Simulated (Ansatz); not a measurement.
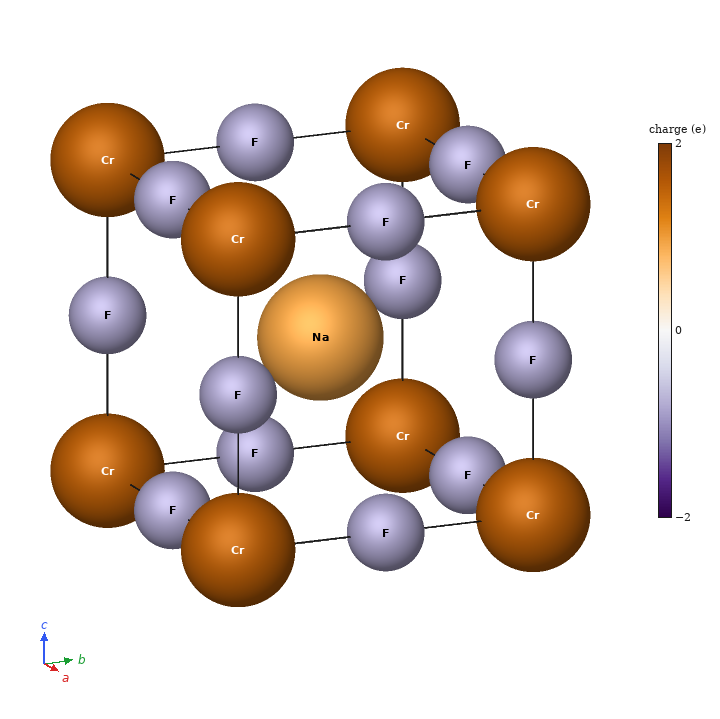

An orthographic spheres-only view of the structure, slightly off an axis. One simulation cell is framed, with atoms on its boundary repeated. The atoms of this NaCrF₃ cell are coloured by their Bader charge.

Setup: DFT, PAW plane waves, PBE in Ansatz 0.2.0; a cutoff energy of 420 eV, k-point mesh 6×6×6, Fermi-Dirac smearing of 0.033 eV, collinear spins. The state is ferromagnetic.

Give the charges by element.

Most positive: Cr; most negative: F. Charges: about Na +0.9 e; Cr +1.5 e; F -0.8 e.

Shown is a generated cell, made by putting these elements into a known structure type (the compound may or may not exist in this form), as it stood before any relaxation. Ansatz was used for an electronic-structure calculation on it.

At this level of theory the cell isn't at rest (stretched, at -7 GPa), so its distances can differ from those at equilibrium, the more so the softer the solid, and its magnetic state may change on relaxation.
